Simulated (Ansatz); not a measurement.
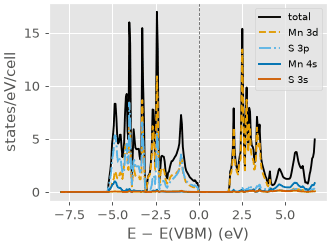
Figure. Total and projected density of states of MnS (wurtzite, P6_3mc), DFT-r²SCAN in the program Ansatz with PAW potentials

**Question.** Which orbitals carry the states next to the gap?

**Answer.** Top 1 eV of the valence band: S 3p 51 %, Mn 3d 45 %. Bottom 1 eV of the conduction band: Mn 3d 85 %, outside the projected shells 11 %. Projections are on Löwdin-orthogonalised atomic valence shells; empty p or d shells of many metals are not among them.

**Question.** Where is the tallest occupied peak in this window, and what makes it?

**Answer.** Near -2.4 eV, about 17 states/eV per cell; the largest projected share is Mn 3d.

The workflow started from an entry of the Crystallography Open Database (COD), which files this formula under 3 space groups. Its standing as an ambient phase is unchecked. The r²SCAN relaxation kept the symmetry of its start, as lowered by the spin order; its stability against distortions is not shown here. Magnetic state: antiferromagnetic, chosen from 2 collinear starts compared on coarse meshes (ties went to the first, and starts can fall back to one state), not a proven ground state. Other orbital occupations within this spin state were not tried. No Hubbard U is applied.

Potentials: the later of the program's two PAW sets.
